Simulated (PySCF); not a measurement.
BF4 (anion, charge -1), SMILES [B-](F)(F)(F)F at its CAM-B3LYP/def2-SVP optimised geometry (Å):

```
5

F      0.9345    -0.3293     0.0000
B     -0.4662    -0.3293     0.0000
F     -0.9322    -0.9886     1.1446
F     -0.9323    -0.9911    -1.1435
F     -0.9345     0.9911     0.0000
```

Level of theory: CAM-B3LYP/def2-TZVPD run with PySCF 2.14.0. Cells within 0.4 Å of a nucleus heavier than hydrogen are left out (blank, or x).

Map of the electrostatic potential (hartree/e), clipped to [-0.23, -0.13] on the plane z = 1.0 Å:

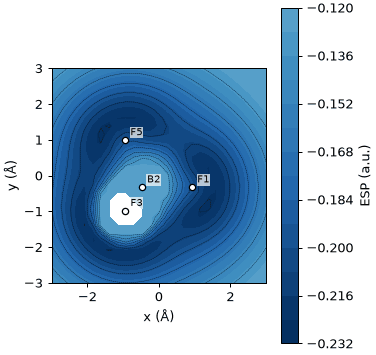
Fig. 1. Electrostatic potential (hartree/e), clipped to [-0.23, -0.13] on the plane z = 1.0 Å.
